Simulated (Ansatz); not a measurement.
## Electronic structure of BH7OSi in real space

```xyz
10

B    -0.8266    0.4876   -1.0540
H    -0.0794    1.1136   -1.7668
H    -0.7409   -0.7184   -1.2009
H    -1.9544    0.8976   -0.9738
H     0.1550    1.5163    0.6568
O    -0.1904    0.6410    0.4649
Si    0.7273   -0.7329    0.8618
H     1.4310   -0.3462    2.1123
H    -0.2261   -1.8288    1.1036
H     1.7047   -1.0298   -0.2039
```

The reactant side of a reaction path; geometry: PBE0-D4/def2-TZVP.

The calculation used Ansatz, RKS PBE0-D4/def2-TZVPP.

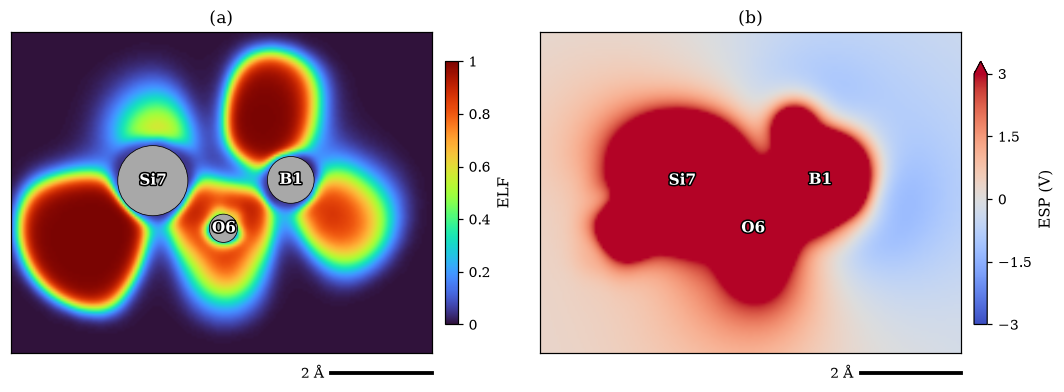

Figure 1. (a) electron localisation function; (b) molecular electrostatic potential on the plane of atoms B1, O6 and Si7. Grey discs cover the atomic cores in the ELF map.

Q: Read the bonding off the picture.

A: The section cuts through B, O and Si sites.
B–O (1.65 Å): the ELF peaks at about 0.90 between the atoms, as expected for a polar covalent bond.
Si–O (1.70 Å): the ELF peaks at about 0.90 between the atoms: a shared but strongly polarised pair.
Outside the dense part of the molecule the potential is most negative (−1.2 V) near H4, which lies off the plane.

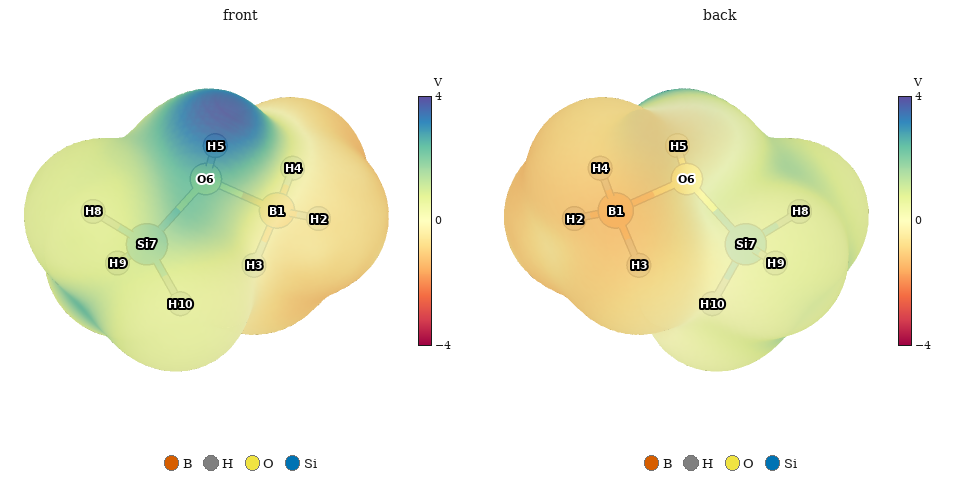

Figure 2. The molecular electrostatic potential painted on the density surface at 0.002 e/bohr³, seen from the front and from behind; the colour scale runs from red (negative) to blue (positive).

Q: Describe the electrostatic potential map.

A: The most negative region (about −1.2 V) lies over H4, the most positive (about +3.7 V) over H5.

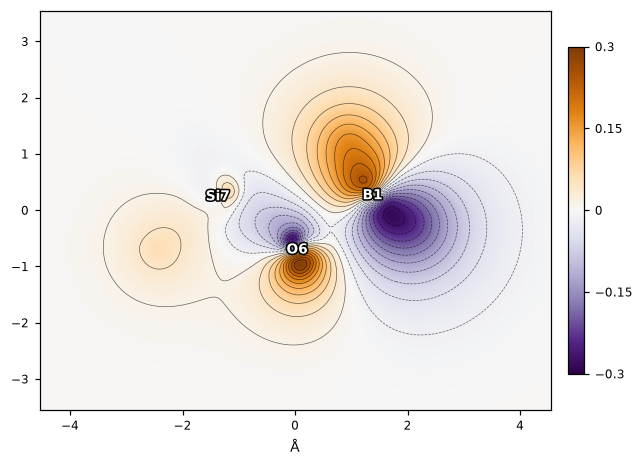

Figure 3. The HOMO on the plane of atoms B1, O6 and Si7 (values in Å⁻³ᐟ²; the overall sign is arbitrary).

Q: Describe this orbital and give its energy.

A: It lies mainly on B1 (about 35 %), H4 (about 30 %), H2 (about 20 %) and O6 (about 10 %). Its energy is −8.09 eV.
